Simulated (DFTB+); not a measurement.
## Run report: CuNH2, geometry relaxation (part 1 of 3)

- system: CuNH2
- method: GFN2-xTB, R-SCC, dispersion built in (DFTB+ 25.1)

The geometry comes from this level: PBE0-D4/def2-TZVP.

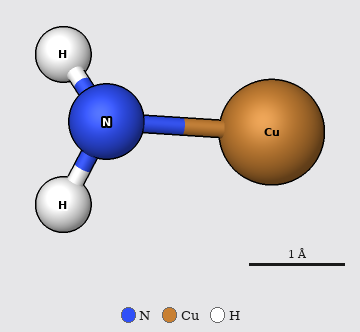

**Figure 1.** The structure as given in the input (ball-and-stick view, seen at a tilt). Sticks mark near contacts. Bond lengths as drawn: Cu–N 1.83 Å and H–N 1.02 Å.

Key numbers

| quantity | value |
| --- | --- |
| outcome | converged |
| Mermin free energy | −7.767726 hartree |
| basis functions | 15 |
| largest force | 0.001 eV/Å |
| HOMO | −8.51 eV |
| LUMO | −4.87 eV |
| dipole moment | 3.83 D |
| hardware | 1 thread of Intel Xeon @ 2.90GHz (Ice Lake), 32 GiB of memory available, shared host |
| peak memory | 0.07 GiB |

Settings chosen away from the usual ones: gtol.

Input file (dftb_in.hsd)
```
Geometry {
  TypeNames {
    "N" "Cu" "H"
  }
  TypesAndCoordinates [Angstrom] {
    1 -0.277300 0.250900 0.117500
    2 1.383600 -0.301600 0.652600
    3 -0.862400 -0.581500 0.055500
    3 -0.188400 0.571900 -0.845900
  }
}
Driver = GeometryOptimisation {
  Optimiser = Rational {}
  MaxSteps = 200
  Convergence {
    GradElem = 1e-05
  }
  AppendGeometries = Yes
}
Hamiltonian = xTB {
  Method = "GFN2-xTB"
  Charge = 0
  SCCTolerance = 1e-08
}
Analysis {
  PrintForces = Yes
}
Options {
  WriteResultsTag = Yes
}
ParserOptions {
  ParserVersion = 14
}
```

Launch command:
```bash
dftb+ > dftb.out
```

Output
```
|  DFTB+ development version (commit: a23bfb2)

Reading input file 'dftb_in.hsd'
Parser version: 14

--------------------------------------------------------------------------------

Processed input in HSD format written to 'dftb_pin.hsd'

Starting initialization...
--------------------------------------------------------------------------------
OpenMP threads:              1
Chosen random seed:          1529905393
Current stacksize:           unlimited
Mode:                        Geometry optimisation relaxation
Self consistent charges:     Yes
SCC-tolerance:                 0.100000E-07
Max. scc iterations:                    100
Shell resolved Hubbard:      Yes
Spin polarisation:           No
Nr. of up electrons:             9.000000
Nr. of down electrons:           9.000000
Periodic boundaries:         No
Electronic solver:           Relatively robust
Mixer:                       Broyden mixer
Mixing parameter:                  0.200000
Nr. of chrg. vec. in memory:            100
Max. SCC-cycles:                        100
Max. nr. of geometry steps:             200
tblite library version:      0.3.0
-> parametrization:          GFN2-xTB
-> repulsion:                Yes
-> dispersion:               Yes
-> halogen bonding:          No
-> electrostatics:           Yes
   -> isotropic:             Yes
   -> anisotropic:           Yes
   -> third-order:           Yes
Electronic temperature:              0.950045E-03 H      0.258520E-01 eV
Initial charges:             Set automatically (system chrg:   0.000E+00)
Included shells:             N:  s, p
                            Cu:  d, s, p
                             H:  s
Extra options:
                             Mulliken analysis
                             Force calculation
Force type                   original

--------------------------------------------------------------------------------

***  Geometry step: 0

 iSCC Total electronic   Diff electronic      SCC error
    1   -0.77307471E+01    0.00000000E+00    0.11863779E+01
    2   -0.77738936E+01   -0.77307471E+01    0.76562648E+00
    3   -0.78020701E+01   -0.43146501E-01    0.34036425E+00
    4   -0.78027740E+01   -0.28176493E-01    0.24656064E+00
    5   -0.78019658E+01   -0.70391483E-03    0.49520265E-01
    6   -0.78027371E+01    0.80824941E-03    0.32507837E-01
    7   -0.78030504E+01   -0.77128508E-03    0.40814514E-02
    8   -0.78031773E+01   -0.31329408E-03    0.18112364E-02
    9   -0.78031885E+01   -0.12691779E-03    0.15041614E-02
   10   -0.78031725E+01   -0.11234792E-04    0.53983962E-03
   11   -0.78031703E+01    0.16005744E-04    0.14563062E-03
   12   -0.78031700E+01    0.22077435E-05    0.28631974E-04
   13   -0.78031701E+01    0.33298892E-06    0.21500093E-05
   14   -0.78031701E+01   -0.14563555E-06    0.11944337E-05
   15   -0.78031701E+01   -0.14192709E-08    0.14233782E-06
   16   -0.78031701E+01    0.49308957E-07    0.41057798E-07
   17   -0.78031701E+01    0.36375223E-08    0.25709858E-07
   18   -0.78031701E+01    0.39285641E-09    0.48560675E-08

Total Energy:                       -7.7655815451 H         -211.3122 eV
Extrapolated to 0K:                 -7.7655815451 H         -211.3122 eV
Total Mermin free energy:           -7.7655815451 H         -211.3122 eV
Force related energy:               -7.7655815451 H         -211.3122 eV

total energy  -7.7655815E+00 H       energy change -7.7655815E+00 H
gradient norm  1.5885660E-02 H/a0    max. gradient  9.1944418E-03 H/a0
step length    0.0000000E+00 a0      max. step      0.0000000E+00 a0

--------------------------------------------------------------------------------

***  Geometry step: 1

 iSCC Total electronic   Diff electronic      SCC error
    1   -0.78044174E+01    0.00000000E+00    0.86788451E-02
    2   -0.78044323E+01   -0.12472805E-02    0.59102151E-02
    3   -0.78044820E+01   -0.14934153E-04    0.24116013E-02
    4   -0.78045220E+01   -0.49747116E-04    0.12384194E-02
    5   -0.78045139E+01   -0.39970021E-04    0.27274290E-03
    6   -0.78045116E+01    0.80632458E-05    0.61588305E-04
    7   -0.78045123E+01    0.23265986E-05    0.29349226E-04
    8   -0.78045129E+01   -0.71091819E-06    0.69669948E-05
    9   -0.78045129E+01   -0.59093793E-06    0.45774375E-05
   10   -0.78045129E+01   -0.57380767E-08    0.75938857E-06
   11   -0.78045129E+01    0.30910585E-07    0.80546083E-07
   12   -0.78045129E+01    0.19930504E-07    0.40221070E-07
   13   -0.78045129E+01   -0.11672814E-08    0.13631440E-07
   14   -0.78045129E+01   -0.15687993E-08    0.12330509E-08

Total Energy:                       -7.7658132172 H         -211.3185 eV
Extrapolated to 0K:                 -7.7658132172 H         -211.3185 eV
Total Mermin free energy:           -7.7658132172 H         -211.3185 eV
Force related energy:               -7.7658132172 H         -211.3185 eV

total energy  -7.7658132E+00 H       energy change -2.3167206E-04 H
gradient norm  1.3729240E-02 H/a0    max. gradient  7.5664006E-03 H/a0
step length    1.5885660E-02 a0      max. step      9.1944418E-03 a0

--------------------------------------------------------------------------------

***  Geometry step: 2

 iSCC Total electronic   Diff electronic      SCC error
    1   -0.78094786E+01    0.00000000E+00    0.43575127E-01
    2   -0.78095666E+01   -0.49657184E-02    0.29991750E-01
    3   -0.78098077E+01   -0.87973059E-04    0.14936359E-01
    4   -0.78099677E+01   -0.24108961E-03    0.75210671E-02
    5   -0.78099232E+01   -0.16007842E-03    0.24322021E-02
    6   -0.78099130E+01    0.44518951E-04    0.47743490E-03
    7   -0.78099215E+01    0.10186155E-04    0.20655685E-03
    8   -0.78099236E+01   -0.84763347E-05    0.16212167E-03
    9   -0.78099252E+01   -0.21019249E-05    0.32135665E-04
   10   -0.78099250E+01   -0.16360645E-05    0.47323151E-05
   11   -0.78099249E+01    0.27314265E-06    0.39985147E-05
   12   -0.78099248E+01    0.32281725E-07    0.45534204E-06
   13   -0.78099249E+01    0.96808683E-07    0.58304073E-07
   14   -0.78099249E+01   -0.11302367E-07    0.54559960E-07
   15   -0.78099249E+01   -0.15119817E-09    0.42577922E-08

Total Energy:                       -7.7668116312 H         -211.3457 eV
Extrapolated to 0K:                 -7.7668116312 H         -211.3457 eV
Total Mermin free energy:           -7.7668116312 H         -211.3457 eV
Force related energy:               -7.7668116312 H         -211.3457 eV

total energy  -7.7668116E+00 H       energy change -9.9841404E-04 H
gradient norm  1.2839616E-02 H/a0    max. gradient  6.6112332E-03 H/a0
step length    1.0992792E-01 a0      max. step      6.1706888E-02 a0

--------------------------------------------------------------------------------

***  Geometry step: 3

 iSCC Total electronic   Diff electronic      SCC error
    1   -0.78107130E+01    0.00000000E+00    0.19443823E-01
    2   -0.78107320E+01   -0.78818556E-03    0.14777537E-01
    3   -0.78107795E+01   -0.18947479E-04    0.66529747E-02
    4   -0.78108144E+01   -0.47501746E-04    0.39382979E-02
    5   -0.78107962E+01   -0.34901261E-04    0.11117119E-02
    6   -0.78107925E+01    0.18168583E-04    0.34890541E-03
    7   -0.78107996E+01    0.37372615E-05    0.14374113E-03
    8   -0.78108006E+01   -0.71079035E-05    0.67611634E-04
    9   -0.78108011E+01   -0.99823982E-06    0.17793927E-04
   10   -0.78108009E+01   -0.50716232E-06    0.33899159E-05
   11   -0.78108009E+01    0.16218311E-06    0.13119887E-05
   12   -0.78108009E+01    0.34814843E-07    0.35216795E-06
   13   -0.78108009E+01    0.15145002E-07    0.65008422E-07
   14   -0.78108009E+01   -0.62986265E-08    0.32881028E-08

Total Energy:                       -7.7672290062 H         -211.3571 eV
Extrapolated to 0K:                 -7.7672290062 H         -211.3571 eV
Total Mermin free energy:           -7.7672290062 H         -211.3571 eV
Force related energy:               -7.7672290062 H         -211.3571 eV

total energy  -7.7672290E+00 H       energy change -4.1737497E-04 H
gradient norm  1.0165795E-02 H/a0    max. gradient  6.4187876E-03 H/a0
step length    8.3857542E-02 a0      max. step      4.5332878E-02 a0

--------------------------------------------------------------------------------

***  Geometry step: 4

 iSCC Total electronic   Diff electronic      SCC error
    1   -0.78104445E+01    0.00000000E+00    0.14304918E-01
    2   -0.78104335E+01    0.35641334E-03    0.10921926E-01
    3   -0.78103798E+01    0.10999875E-04    0.59187642E-02
    4   -0.78103775E+01    0.53716547E-04    0.27029381E-02
    5   -0.78103571E+01    0.22252511E-05    0.96791351E-03
    6   -0.78103493E+01    0.20482865E-04    0.25684443E-03
    7   -0.78103533E+01    0.77513852E-05    0.43250097E-04
    8   -0.78103534E+01   -0.39764095E-05    0.15672398E-04
    9   -0.78103534E+01   -0.79351122E-07    0.44675346E-05
   10   -0.78103533E+01    0.99644559E-09    0.11782936E-05
   11   -0.78103533E+01    0.10132289E-06    0.24712398E-06
   12   -0.78103533E+01    0.32460967E-09    0.13376791E-06
   13   -0.78103533E+01   -0.47017235E-09    0.32487615E-07
   14   -0.78103533E+01   -0.11870416E-09    0.49174659E-08

Total Energy:                       -7.7674321344 H         -211.3626 eV
Extrapolated to 0K:                 -7.7674321344 H         -211.3626 eV
Total Mermin free energy:           -7.7674321344 H         -211.3626 eV
Force related energy:               -7.7674321344 H         -211.3626 eV

total energy  -7.7674321E+00 H       energy change -2.0312824E-04 H
gradient norm  1.0069894E-02 H/a0    max. gradient  6.9711827E-03 H/a0
step length    7.1043747E-02 a0      max. step      3.5834779E-02 a0

--------------------------------------------------------------------------------

***  Geometry step: 5

 iSCC Total electronic   Diff electronic      SCC error
    1   -0.78100315E+01    0.00000000E+00    0.18204384E-01
    2   -0.78100056E+01    0.32178546E-03    0.16629346E-01
    3   -0.78098808E+01    0.25842355E-04    0.76551425E-02
    4   -0.78098787E+01    0.12480733E-03    0.20987595E-02
    5   -0.78098647E+01    0.21479221E-05    0.40000011E-03
    6   -0.78098640E+01    0.13931159E-04    0.19190630E-03
    7   -0.78098683E+01    0.76999804E-06    0.47941057E-04
    8   -0.78098680E+01   -0.43095486E-05    0.91367795E-05
    9   -0.78098680E+01    0.29238833E-06    0.60762023E-05
   10   -0.78098679E+01    0.34729243E-07    0.19571708E-05
   11   -0.78098679E+01    0.76998226E-07    0.23784811E-06
   12   -0.78098679E+01    0.21623233E-07    0.16030326E-06
   13   -0.78098679E+01   -0.34207570E-09    0.63959047E-07
   14   -0.78098679E+01   -0.13724346E-08    0.53789931E-08

Total Energy:                       -7.7675742065 H         -211.3664 eV
Extrapolated to 0K:                 -7.7675742065 H         -211.3664 eV
Total Mermin free energy:           -7.7675742065 H         -211.3664 eV
Force related energy:               -7.7675742065 H         -211.3664 eV

total energy  -7.7675742E+00 H       energy change -1.4207208E-04 H
gradient norm  8.9187313E-03 H/a0    max. gradient  5.5201998E-03 H/a0
step length    4.6213892E-02 a0      max. step      2.0817357E-02 a0

--------------------------------------------------------------------------------

***  Geometry step: 6

 iSCC Total electronic   Diff electronic      SCC error
    1   -0.78096930E+01    0.00000000E+00    0.36780564E-01
    2   -0.78096536E+01    0.17488924E-03    0.33353426E-01
    3   -0.78094216E+01    0.39326268E-04    0.84349924E-02
    4   -0.78094682E+01    0.23200491E-03    0.29697020E-02
    5   -0.78094701E+01   -0.46542262E-04    0.66176917E-03
    6   -0.78094726E+01   -0.19473973E-05    0.25066958E-03
    7   -0.78094756E+01   -0.24467636E-05    0.80748023E-04
    8   -0.78094751E+01   -0.30690237E-05    0.21777471E-04
    9   -0.78094750E+01    0.49847096E-06    0.10516176E-04
   10   -0.78094749E+01    0.15467901E-06    0.17246892E-05
   11   -0.78094749E+01    0.71662712E-07    0.32152449E-06
   12   -0.78094749E+01   -0.24240014E-08    0.26040271E-06
   13   -0.78094749E+01    0.11956098E-08    0.17111418E-07
   14   -0.78094749E+01    0.30310314E-08    0.58694091E-08

Total Energy:                       -7.7677096728 H         -211.3701 eV
Extrapolated to 0K:                 -7.7677096728 H         -211.3701 eV
Total Mermin free energy:           -7.7677096728 H         -211.3701 eV
Force related energy:               -7.7677096728 H         -211.3701 eV

total energy  -7.7677097E+00 H       energy change -1.3546626E-04 H
gradient norm  3.4408426E-03 H/a0    max. gradient  2.2309358E-03 H/a0
step length    4.8324416E-02 a0      max. step      2.6487761E-02 a0

--------------------------------------------------------------------------------

***  Geometry step: 7

 iSCC Total electronic   Diff electronic      SCC error
    1   -0.78096602E+01    0.00000000E+00    0.10008015E-01
    2   -0.78096551E+01   -0.18525467E-03    0.90503349E-02
    3   -0.78096267E+01    0.50529261E-05    0.21501749E-02
    4   -0.78096392E+01    0.28383949E-04    0.88321879E-03
    5   -0.78096378E+01   -0.12508629E-04    0.10450865E-03
    6   -0.78096373E+01    0.14166752E-05    0.54017237E-04
    7   -0.78096366E+01    0.48382127E-06    0.22991093E-04
    8   -0.78096363E+01    0.72103154E-06    0.50326842E-05
    9   -0.78096363E+01    0.30984321E-06    0.19619682E-05
   10   -0.78096363E+01   -0.25135527E-07    0.62151386E-06
   11   -0.78096364E+01   -0.11980325E-07    0.12608181E-06
   12   -0.78096364E+01   -0.42251314E-08    0.17583159E-07
   13   -0.78096364E+01    0.10530306E-08    0.72772295E-08

Total Energy:                       -7.7677227083 H         -211.3705 eV
Extrapolated to 0K:                 -7.7677227083 H         -211.3705 eV
Total Mermin free energy:           -7.7677227083 H         -211.3705 eV
Force related energy:               -7.7677227083 H         -211.3705 eV

total energy  -7.7677227E+00 H       energy change -1.3035515E-05 H
gradient norm  7.3101785E-04 H/a0    max. gradient  3.3757905E-04 H/a0
step length    8.3450519E-03 a0      max. step      5.3785562E-03 a0

--------------------------------------------------------------------------------

***  Geometry step: 8

 iSCC Total electronic   Diff electronic      SCC error
    1   -0.78096712E+01    0.00000000E+00    0.98411940E-03
    2   -0.78096713E+01   -0.34863655E-04    0.87757062E-03
    3   -0.78096712E+01   -0.85362100E-07    0.41335610E-03
    4   -0.78096705E+01    0.14495202E-06    0.18592469E-03
    5   -0.78096717E+01    0.66649151E-06    0.20807567E-04
    6   -0.78096716E+01   -0.12337615E-05    0.14664077E-04
    7   -0.78096713E+01    0.83490950E-07    0.49208909E-05
    8   -0.78096713E+01    0.31421864E-06    0.78705689E-06
    9   -0.78096713E+01    0.44072754E-07    0.16170874E-06
   10   -0.78096713E+01   -0.66185395E-08    0.79229245E-07
   11   -0.78096713E+01   -0.99988995E-09    0.19877550E-07
   12   -0.78096713E+01   -0.51972560E-09    0.42257649E-08

Total Energy:                       -7.7677235997 H         -211.3705 eV
Extrapolated to 0K:                 -7.7677235997 H         -211.3705 eV
Total Mermin free energy:           -7.7677235997 H         -211.3705 eV
Force related energy:               -7.7677235997 H         -211.3705 eV

total energy  -7.7677236E+00 H       energy change -8.9145396E-07 H
gradient norm  6.9880143E-04 H/a0    max. gradient  3.7190464E-04 H/a0
step length    3.2110286E-03 a0      max. step      1.8313595E-03 a0

--------------------------------------------------------------------------------

***  Geometry step: 9

 iSCC Total electronic   Diff electronic      SCC error
    1   -0.78096617E+01    0.00000000E+00    0.10966127E-02
    2   -0.78096613E+01    0.96181501E-05    0.84226273E-03
    3   -0.78096591E+01    0.32546663E-06    0.42195303E-03
    4   -0.78096572E+01    0.22639936E-05    0.25710746E-03
    5   -0.78096589E+01    0.18750740E-05    0.25990991E-04
    6   -0.78096588E+01   -0.16502366E-05    0.18619896E-04
    7   -0.78096585E+01    0.46217174E-07    0.65162581E-05
    8   -0.78096584E+01    0.31961231E-06    0.11203666E-05
    9   -0.78096584E+01    0.71451637E-07    0.21386056E-06
   10   -0.78096584E+01   -0.78827354E-08    0.15607191E-06
   11   -0.78096584E+01   -0.12871544E-08    0.26008473E-07
   12   -0.78096584E+01   -0.22042013E-08    0.43157138E-08

Total Energy:                       -7.7677245600 H         -211.3705 eV
Extrapolated to 0K:                 -7.7677245600 H         -211.3705 eV
Total Mermin free energy:           -7.7677245600 H         -211.3705 eV
Force related energy:               -7.7677245600 H         -211.3705 eV

total energy  -7.7677246E+00 H       energy change -9.6028194E-07 H
gradient norm  7.2027406E-04 H/a0    max. gradient  4.1539654E-04 H/a0
step length    4.2923062E-03 a0      max. step      2.4881585E-03 a0

--------------------------------------------------------------------------------

***  Geometry step: 10

 iSCC Total electronic   Diff electronic      SCC error
    1   -0.78095966E+01    0.00000000E+00    0.11361157E-02
    2   -0.78095957E+01    0.61846744E-04    0.78166283E-03
    3   -0.78095917E+01    0.85136135E-06    0.32777357E-03
    4   -0.78095889E+01    0.40716344E-05    0.21083321E-03
    5   -0.78095901E+01    0.27383835E-05    0.21782757E-04
    6   -0.78095901E+01   -0.12065229E-05    0.15666822E-04
    7   -0.78095899E+01    0.18086387E-07    0.49519322E-05
    8   -0.78095898E+01    0.19763230E-06    0.99025285E-06
    9   -0.78095898E+01    0.69632820E-07    0.17465134E-06
   10   -0.78095898E+01   -0.25619302E-08    0.12144731E-06
   11   -0.78095898E+01   -0.14525865E-08    0.24418697E-07
   12   -0.78095898E+01   -0.26820279E-08    0.32426976E-08

Total Energy:                       -7.7677253117 H         -211.3706 eV
Extrapolated to 0K:                 -7.7677253117 H         -211.3706 eV
Total Mermin free energy:           -7.7677253117 H         -211.3706 eV
Force related energy:               -7.7677253117 H         -211.3706 eV

total energy  -7.7677253E+00 H       energy change -7.5169530E-07 H
gradient norm  4.6183163E-04 H/a0    max. gradient  2.9691372E-04 H/a0
step length    3.7701187E-03 a0      max. step      2.0884736E-03 a0
```
